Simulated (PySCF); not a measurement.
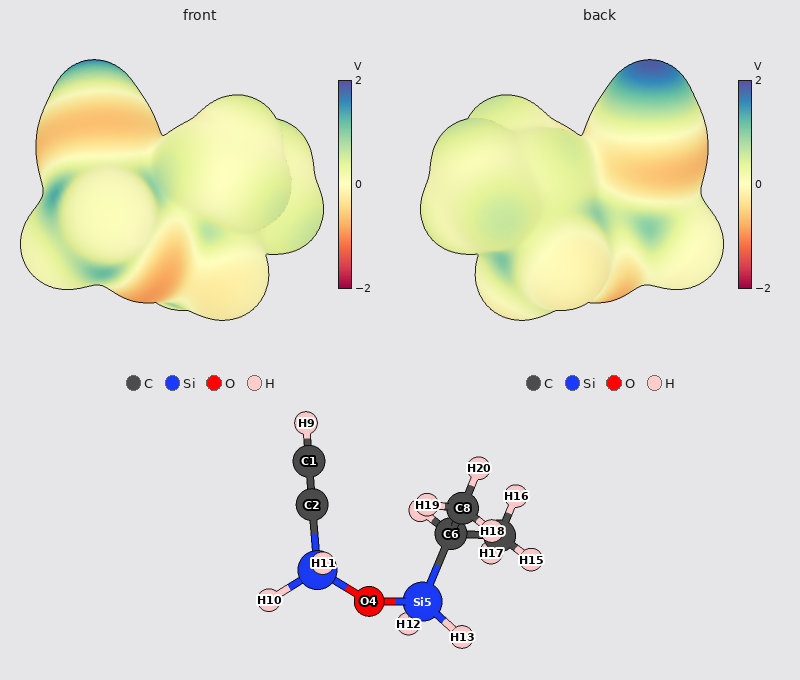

*C5H12OSi2. The molecular electrostatic potential painted on the density surface at 0.002 e/bohr³, seen from the front and from behind; the colour scale runs from red (negative) to blue (positive). The bare structure is drawn below in the same view.*

Geometry: PBE0-D3(BJ)/def2-SVP.

Theory: PBE0/pcSseg-1, SCF density, gas phase, non-relativistic in PySCF 2.14.0.

```
atom    x (Å)    y (Å)    z (Å)
   C   2.5385   0.5515   2.0544
   C   2.5847   0.4378   0.8432
  Si   2.6392   0.2692  -0.9880
   O   1.2615  -0.4424  -1.5393
  Si  -0.2505  -1.0666  -1.2268
   C  -1.0437  -0.2507   0.2737
   C  -2.4230  -0.8594   0.5257
   C  -1.1039   1.2689   0.1301
   H   2.5038   0.6502   3.1253
   H   3.8155  -0.5686  -1.3471
   H   2.7714   1.6289  -1.5797
   H  -0.1284  -2.5411  -1.0067
   H  -1.0896  -0.8252  -2.4405
   H  -0.3870  -0.4939   1.1297
   H  -3.1092  -0.6637  -0.3155
   H  -2.8870  -0.4277   1.4281
   H  -2.3771  -1.9507   0.6695
   H  -1.7146   1.5672  -0.7386
   H  -0.1046   1.7130   0.0051
   H  -1.5565   1.7323   1.0229
```

Question: Which sites attract a positive test charge, and which a negative one?

Answer: A positive charge is drawn to the negative regions and a negative charge to the positive ones. The most negative region (about −0.9 V) lies over O4, the most positive (about +1.8 V) over H9.
